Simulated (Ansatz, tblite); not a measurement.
**SnEt3(SiMe3) (C₉H₂₄SiSn): rung by rung**

How do method and basis change the picture of SnEt3(SiMe3) (C₉H₂₄SiSn) (singlet)?

Method: as each input shows; program: Ansatz 0.2.0, Gaussian basis.

Levels to be run: GFN1-xTB, GFN2-xTB, PBE-D4/def2-TZVP, r2SCAN-D4/def2-TZVP, PBE-D4/def2-SVP, PBE0-D4/def2-SVP, MP2/def2-SVP.

6 further runs of the same task are left out: 3 that didn't finish, 3 set aside as unsound or not needed. Runs told in other sessions of the task aren't counted.

### Step 1. The structure

The singlet was relaxed beforehand with PBE-D4/def2-SVP.

35 atoms, charge 0, spin multiplicity 1.

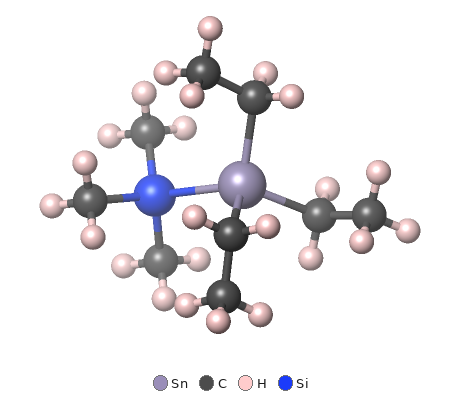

The structure; tin purple, carbon dark grey, hydrogen pink, silicon blue.

Coordinates:

```xyz
35

Sn    0.1095    0.5925    0.2986
C     0.2599    0.6362    2.4927
C     0.9790   -0.5861    3.0684
H    -0.7720    0.7202    2.8941
H     0.7830    1.5765    2.7686
H     1.0518   -0.5491    4.1776
H     0.4560   -1.5322    2.8120
H     2.0155   -0.6784    2.6808
C     2.1555    0.6909   -0.5052
C     2.1974    0.7108   -2.0347
H     2.7126   -0.1799   -0.0997
H     2.6351    1.5971   -0.0778
H     3.2361    0.7628   -2.4291
H     1.7323   -0.1980   -2.4730
H     1.6508    1.5826   -2.4525
C    -0.9012    2.4266   -0.3760
C    -0.1263    3.6976   -0.0221
H    -1.9166    2.4340    0.0730
H    -1.0447    2.3354   -1.4734
H    -0.6439    4.6171   -0.3740
H     0.0133    3.8064    1.0742
H     0.8864    3.7042   -0.4775
Si   -1.0465   -1.5854   -0.5188
C    -1.7970   -1.3187   -2.2452
C     0.2465   -2.9772   -0.6077
C    -2.4227   -2.0897    0.6923
H    -2.2945   -2.2445   -2.6053
H    -1.0173   -1.0412   -2.9840
H    -2.5536   -0.5076   -2.2323
H     1.0704   -2.7151   -1.3029
H     0.6953   -3.1727    0.3878
H    -0.2151   -3.9222   -0.9659
H    -2.0191   -2.2497    1.7133
H    -3.2079   -1.3090    0.7584
H    -2.9081   -3.0341    0.3653
```

Sn takes a core potential in the def2 sets. No spin-orbit coupling is included.

PBE0-D4/def2-TZVP was run before; its log isn't repeated, and its numbers join the tables.

### Step 2. GFN1-xTB

Tight binding, by tblite at 300 K electronic temperature and without a spin-polarisation term:

```python
tblite.interface.Calculator('GFN1-xTB', numbers, positions, charge=0, uhf=0).singlepoint()
```

Energy -987.9067 eV, HOMO -10.78 eV, LUMO -6.06 eV; 0.042 s.

### Step 3. GFN2-xTB

Tight binding, by tblite at 300 K electronic temperature and without a spin-polarisation term:

```python
tblite.interface.Calculator('GFN2-xTB', numbers, positions, charge=0, uhf=0).singlepoint()
```

Energy -959.6507 eV, HOMO -9.81 eV, LUMO -5.60 eV; 0.035 s.

### Step 4. PBE-D4/def2-TZVP

start.molden holds the orbitals of an earlier run on this state, given as this run's starting guess.

Contents of in.yaml:

```yaml
crystal:
  periodic: [false, false, false]
  atoms:
    - {symbol: Sn, position_ang: [0.109527, 0.592532, 0.298595]}
    - {symbol: C, position_ang: [0.259938, 0.636193, 2.492668]}
    - {symbol: C, position_ang: [0.979012, -0.586086, 3.068366]}
    - {symbol: H, position_ang: [-0.772037, 0.720218, 2.894086]}
    - {symbol: H, position_ang: [0.783030, 1.576495, 2.768576]}
    - {symbol: H, position_ang: [1.051795, -0.549139, 4.177556]}
    - {symbol: H, position_ang: [0.456019, -1.532213, 2.812049]}
    - {symbol: H, position_ang: [2.015501, -0.678370, 2.680801]}
    - {symbol: C, position_ang: [2.155464, 0.690862, -0.505223]}
    - {symbol: C, position_ang: [2.197445, 0.710779, -2.034656]}
    - {symbol: H, position_ang: [2.712589, -0.179915, -0.099727]}
    - {symbol: H, position_ang: [2.635091, 1.597064, -0.077754]}
    - {symbol: H, position_ang: [3.236078, 0.762773, -2.429066]}
    - {symbol: H, position_ang: [1.732290, -0.198015, -2.473032]}
    - {symbol: H, position_ang: [1.650812, 1.582582, -2.452461]}
    - {symbol: C, position_ang: [-0.901217, 2.426614, -0.376024]}
    - {symbol: C, position_ang: [-0.126345, 3.697575, -0.022063]}
    - {symbol: H, position_ang: [-1.916608, 2.433989, 0.073006]}
    - {symbol: H, position_ang: [-1.044696, 2.335367, -1.473377]}
    - {symbol: H, position_ang: [-0.643895, 4.617087, -0.374019]}
    - {symbol: H, position_ang: [0.013315, 3.806436, 1.074213]}
    - {symbol: H, position_ang: [0.886430, 3.704242, -0.477464]}
    - {symbol: Si, position_ang: [-1.046458, -1.585409, -0.518791]}
    - {symbol: C, position_ang: [-1.796979, -1.318690, -2.245168]}
    - {symbol: C, position_ang: [0.246472, -2.977169, -0.607710]}
    - {symbol: C, position_ang: [-2.422666, -2.089739, 0.692301]}
    - {symbol: H, position_ang: [-2.294484, -2.244513, -2.605288]}
    - {symbol: H, position_ang: [-1.017316, -1.041222, -2.984006]}
    - {symbol: H, position_ang: [-2.553628, -0.507572, -2.232329]}
    - {symbol: H, position_ang: [1.070401, -2.715095, -1.302929]}
    - {symbol: H, position_ang: [0.695286, -3.172719, 0.387803]}
    - {symbol: H, position_ang: [-0.215141, -3.922164, -0.965883]}
    - {symbol: H, position_ang: [-2.019051, -2.249728, 1.713258]}
    - {symbol: H, position_ang: [-3.207899, -1.308983, 0.758351]}
    - {symbol: H, position_ang: [-2.908076, -3.034088, 0.365322]}
basis:
  gaussian: {orbitals: def2-TZVP, initial_orbitals: start.molden}
hamiltonian: {xc: pbe, dispersion: d4}
scf: {omitted_lower_state_checks: [starts]}
output: {forces: true, orbitals: {seedname: orbitals}}
```

Run with:

```bash
ansatz run in.yaml --threads 4 --pin off --events-out ev --progress --plain --max-ram 6963MiB
```

Output, shortened:

```text
Functional definition: PBE
  name "PBE"
  cite "Perdew, Burke & Ernzerhof, Phys. Rev. Lett. 77, 3865 (1996) doi:10.1103/PhysRevLett.77.3865"
  parent pbe
[...]
3316 factors; their error is unknown
[...]
mean field -23420.67365892 eV, -860.6938818624 hartree, gradient 8.6e-6 eV, S^2 0.000000; 0 other end points of the search recorded, 0 dependent functions left out
[...]
reference -23420.67373696 eV, -860.6938847306 hartree; 57, 57 occupied and 453, 453 virtual orbitals, 3316 factors
Total energy: -23421.64518806 eV, -860.7295848999 hartree
Atom 0 at     0.109527     0.592532     0.298595 Å, force     0.051160     0.054624     0.014751 eV/Å
Atom 1 at     0.259938     0.636193     2.492668 Å, force    -0.123154     0.242744     0.103623 eV/Å
Atom 2 at     0.979012    -0.586086     3.068366 Å, force     0.134353    -0.230047     0.096699 eV/Å
Atom 3 at    -0.772037     0.720218     2.894086 Å, force     0.277605    -0.038924    -0.108277 eV/Å
Atom 4 at     0.783030     1.576495     2.768576 Å, force    -0.123557    -0.265789    -0.072087 eV/Å
Atom 5 at     1.051795    -0.549139     4.177556 Å, force    -0.027829     0.008464    -0.283347 eV/Å
Atom 6 at     0.456019    -1.532213     2.812049 Å, force     0.126128     0.256358     0.060072 eV/Å
Atom 7 at     2.015501    -0.678370     2.680801 Å, force    -0.273977     0.038502     0.090865 eV/Å
[...]
Atom 19 at    -0.643895     4.617087    -0.374019 Å, force     0.118003    -0.244847     0.081965 eV/Å
Atom 20 at     0.013315     3.806436     1.074213 Å, force    -0.044727    -0.043697    -0.286713 eV/Å
Atom 21 at     0.886430     3.704242    -0.477464 Å, force    -0.266649    -0.016404     0.114259 eV/Å
Atom 22 at    -1.046458    -1.585409    -0.518791 Å, force    -0.052174    -0.097017    -0.036443 eV/Å
Atom 23 at    -1.796979    -1.318690    -2.245168 Å, force    -0.060463     0.022866    -0.136222 eV/Å
Atom 24 at     0.246472    -2.977169    -0.607710 Å, force     0.104795    -0.108683    -0.006520 eV/Å
Atom 25 at    -2.422666    -2.089739     0.692301 Å, force    -0.109125    -0.038729     0.099707 eV/Å
Atom 26 at    -2.294484    -2.244513    -2.605288 Å, force     0.126587     0.237779     0.089477 eV/Å
Atom 27 at    -1.017316    -1.041222    -2.984006 Å, force    -0.206145    -0.072888     0.195902 eV/Å
Atom 28 at    -2.553628    -0.507572    -2.232329 Å, force     0.200629    -0.215057    -0.005632 eV/Å
Atom 29 at     1.070401    -2.715095    -1.302929 Å, force    -0.217902    -0.071192     0.184977 eV/Å
Atom 30 at     0.695286    -3.172719     0.387803 Å, force    -0.118571     0.051547    -0.263133 eV/Å
Atom 31 at    -0.215141    -3.922164    -0.965883 Å, force     0.120754     0.241634     0.091291 eV/Å
Atom 32 at    -2.019051    -2.249728     1.713258 Å, force    -0.110581     0.040370    -0.270340 eV/Å
Atom 33 at    -3.207899    -1.308983     0.758351 Å, force     0.207684    -0.205584    -0.018086 eV/Å
Atom 34 at    -2.908076    -3.034088     0.365322 Å, force     0.123422     0.242204     0.085805 eV/Å
Dipole moment:    -0.075630    -0.081756    -0.021691 e Å
Checks for a lower state left out: starts
```

It took 14 s on 4 threads of AMD EPYC 7B13, shared host; peak memory 1.5 GiB.

Report: HOMO -5.50 eV, LUMO -0.33 eV.

### Step 5. r2SCAN-D4/def2-TZVP

in.yaml, as its differences from that of step 4:

```diff
@@ -40,4 +40,4 @@
   gaussian: {orbitals: def2-TZVP, initial_orbitals: start.molden}
-hamiltonian: {xc: pbe, dispersion: d4}
+hamiltonian: {xc: r2scan, dispersion: d4}
 scf: {omitted_lower_state_checks: [starts]}
-output: {forces: true, orbitals: {seedname: orbitals}}
+output: {orbitals: {seedname: orbitals}}
```

Same command.

Output:

```text
Functional definition: r2SCAN
  name "r2SCAN"
  cite "Furness, Kaplan, Ning, Perdew & Sun, J. Phys. Chem. Lett. 11, 8208 (2020) doi:10.1021/acs.jpclett.0c02405"
  cite "Furness, Kaplan, Ning, Perdew & Sun, J. Phys. Chem. Lett. 11, 9248 (2020) doi:10.1021/acs.jpclett.0c03077"
  parent r2scan
  parameter k0 = 0.174
  parameter k1 = 0.065
  parameter a1 = 4.9479
  exchange = r2scan_x(k0 = k0, k1 = k1, a1 = a1)
  correlation = r2scan_c
these checks for a lower state are left out or cut short: starts
3316 factors; their error is unknown
mean field evaluation 1: about -23434.3526 eV, gradient 8.3e0 eV
mean field evaluation 2: about -23434.4490 eV, gradient 9.8e-2 eV
mean field evaluation 4: about -23434.3654 eV, gradient 9.6e-4 eV
mean field -23434.36543624 eV, -861.1970453983 hartree, gradient 1.2e-5 eV, S^2 0.000000; 0 other end points of the search recorded, 0 dependent functions left out
reference -23434.36545758 eV, -861.1970461825 hartree; 57, 57 occupied and 453, 453 virtual orbitals, 3316 factors
Total energy: -23434.65713244 eV, -861.2077650362 hartree
Checks for a lower state left out: starts
```

Run time: 18 s. Hardware: 4 threads of AMD EPYC 7B13, shared host; peak memory 1.6 GiB.

From the report: HOMO -5.70 eV, LUMO -0.04 eV.

### Step 6. PBE-D4/def2-SVP

in.yaml, as its differences from that of step 5:

```diff
@@ -39,4 +39,4 @@
 basis:
-  gaussian: {orbitals: def2-TZVP, initial_orbitals: start.molden}
-hamiltonian: {xc: r2scan, dispersion: d4}
+  gaussian: {orbitals: def2-SVP, initial_orbitals: start.molden}
+hamiltonian: {xc: pbe, dispersion: d4}
 scf: {omitted_lower_state_checks: [starts]}
```

The command is unchanged.

Output:

```text
Functional definition: PBE
  name "PBE"
  cite "Perdew, Burke & Ernzerhof, Phys. Rev. Lett. 77, 3865 (1996) doi:10.1103/PhysRevLett.77.3865"
  parent pbe
  parameter kappa = 0.804
  parameter beta = 0.06672455060314922
  exchange = pbe_x(kappa = kappa, mu = beta*pi^2/3)
  correlation = pbe_c(beta = beta)
these checks for a lower state are left out or cut short: starts
3301 factors; their error is unknown
mean field evaluation 1: about -23406.6433 eV, gradient 2.2e1 eV
mean field evaluation 2: about -23407.1086 eV, gradient 5.3e-1 eV
mean field evaluation 4: about -23406.9640 eV, gradient 1.5e-3 eV
mean field -23406.96399194 eV, -860.1900608936 hartree, gradient 9.1e-6 eV, S^2 0.000000; 0 other end points of the search recorded, 0 dependent functions left out
reference -23406.96404771 eV, -860.1900629433 hartree; 57, 57 occupied and 233, 233 virtual orbitals, 3301 factors
Total energy: -23407.93549881 eV, -860.2257631125 hartree
Checks for a lower state left out: starts
```

It took 4.9 s on 4 threads of AMD EPYC 7B13, shared host; peak memory 0.63 GiB.

HOMO -5.43 eV, LUMO 0.01 eV.

### Step 7. PBE0-D4/def2-SVP

in.yaml, as its differences from that of step 6:

```diff
@@ -40,3 +40,3 @@
   gaussian: {orbitals: def2-SVP, initial_orbitals: start.molden}
-hamiltonian: {xc: pbe, dispersion: d4}
+hamiltonian: {xc: pbe0, dispersion: d4}
 scf: {omitted_lower_state_checks: [starts]}
```

Same command.

Output:

```text
Functional definition: PBE0
  name "PBE0"
  cite "Adamo & Barone, J. Chem. Phys. 110, 6158 (1999) doi:10.1063/1.478522"
  cite "Perdew, Burke & Ernzerhof, Phys. Rev. Lett. 77, 3865 (1996) doi:10.1103/PhysRevLett.77.3865"
  parent pbe
  parameter a = 0.25
  parameter kappa = 0.804
  parameter beta = 0.06672455060314922
  exchange = (1 - a)*pbe_x(kappa = kappa, mu = beta*pi^2/3) + a*exact_x
  correlation = pbe_c(beta = beta)
these checks for a lower state are left out or cut short: starts
3364 factors; their error is unknown
mean field evaluation 1: about -23410.0812 eV, gradient 2.0e1 eV
mean field evaluation 2: about -23410.3644 eV, gradient 3.5e-1 eV
mean field evaluation 4: about -23410.4318 eV, gradient 8.2e-4 eV
mean field -23410.43176455 eV, -860.3174991865 hartree, gradient 2.6e-5 eV, S^2 0.000000; 0 other end points of the search recorded, 0 dependent functions left out
reference -23410.43180889 eV, -860.3175008160 hartree; 57, 57 occupied and 233, 233 virtual orbitals, 3364 factors
Total energy: -23411.28705573 eV, -860.3489305578 hartree
Checks for a lower state left out: starts
```

It took 10 s on 4 threads of AMD EPYC 7B13, shared host; peak memory 2 GiB.

HOMO -6.50 eV, LUMO 0.76 eV.

### Step 8. MP2/def2-SVP

in.yaml, as its differences from that of step 7:

```diff
@@ -40,3 +40,3 @@
   gaussian: {orbitals: def2-SVP, initial_orbitals: start.molden}
-hamiltonian: {xc: pbe0, dispersion: d4}
+correlation: {method: mp2}
 scf: {omitted_lower_state_checks: [starts]}
```

Launched as before.

Output:

```text
Functional definition: HF
  name "HF"
  cite "Fock, Z. Phys. 61, 126 (1930) doi:10.1007/BF01340294"
  parent pbe
  exchange = exact_x
  correlation = 0
these checks for a lower state are left out or cut short: starts
3091 factors; integrals over basis functions are off by at most 1.3e-3 eV
mean field evaluation 1: about -23311.2905 eV, gradient 3.4e1 eV
mean field evaluation 2: about -23312.8437 eV, gradient 1.4e0 eV
mean field evaluation 4: about -23312.8622 eV, gradient 1.5e-1 eV
mean field evaluation 8: about -23312.8622 eV, gradient 4.1e-6 eV
mean field -23312.86219402 eV, -856.7318836048 hartree, gradient 4.1e-6 eV, S^2 0.000000; 0 other end points of the search recorded, 0 dependent functions left out
18 core orbitals not correlated: weight in the atoms' cores, before any rotation towards them, 1.000 or more for the frozen orbitals, at most 0.000 for the correlated occupied ones
reference -23312.86219402 eV, -856.7318836048 hartree; 39, 39 occupied and 233, 233 virtual orbitals, 3091 factors
second order -41.80132090 eV of doubles, -0.00000000 eV of singles
Total energy: -23354.66351492 eV, -858.2680538139 hartree
Checks for a lower state left out: starts
```

Run time: 12 s. Hardware: 4 threads of AMD EPYC 7B13, shared host; peak memory 1.2 GiB.

From the report: Hartree-Fock HOMO -8.93 eV, LUMO 3.75 eV.

### Step 9. Comparison

| level | functions | HOMO (eV) | LUMO (eV) | gap (eV) | time |
| --- | --- | --- | --- | --- | --- |
| PBE-D4/def2-SVP | 290 | -5.43 | 0.01 | 5.43 | 4.9 s |
| PBE-D4/def2-TZVP | 510 | -5.50 | -0.33 | 5.17 | 14 s |
| r2SCAN-D4/def2-TZVP | 510 | -5.70 | -0.04 | 5.66 | 18 s |
| PBE0-D4/def2-SVP | 290 | -6.50 | 0.76 | 7.26 | 10 s |
| PBE0-D4/def2-TZVP | 510 | -6.52 | 0.42 | 6.94 | 26 s |

The pieces so far (eV):

| basis | HF | MP2 correlation | total |
| --- | --- | --- | --- |
| def2-SVP | -23312.8622 | -41.8013 | -23354.6635 (MP2) |

### Step 10. Binding energy

Free atoms were run apart at each level; binding is atoms less cluster, divided by the number of atoms, without zero-point or spin-orbit terms.

| level | binding an atom (eV) |
| --- | --- |
| HF/def2-SVP | 2.995 |
| PBE-D4/def2-SVP | 3.988 |
| PBE-D4/def2-TZVP | 3.967 |
| r2SCAN-D4/def2-TZVP | 3.920 |
| PBE0-D4/def2-SVP | 3.957 |
| PBE0-D4/def2-TZVP | 3.931 |
| MP2/def2-SVP | 3.762 |

### Step 11. Results

| quantity | value |
| --- | --- |
| gap in def2-TZVP, named functionals, smallest and largest | 5.17 eV (PBE-D4), 6.94 eV (PBE0-D4) |
| correlation energy, MP2/def2-SVP | -41.80 eV |
| binding an atom, functionals in def2-TZVP | 3.92 (r2SCAN-D4) to 3.97 eV (PBE-D4) |
| PBE0 total energy, smallest basis above largest | 13.31 eV (def2-SVP, def2-TZVP) |

**Reading.** Orbital gaps of the named functionals in def2-TZVP span 5.17 eV (PBE-D4) to 6.94 eV (PBE0-D4); exact exchange widens it.

The slowest run with a step of its own, r2SCAN-D4/def2-TZVP, took 18 s; the quickest functional in def2-TZVP took 14 s (shared host).
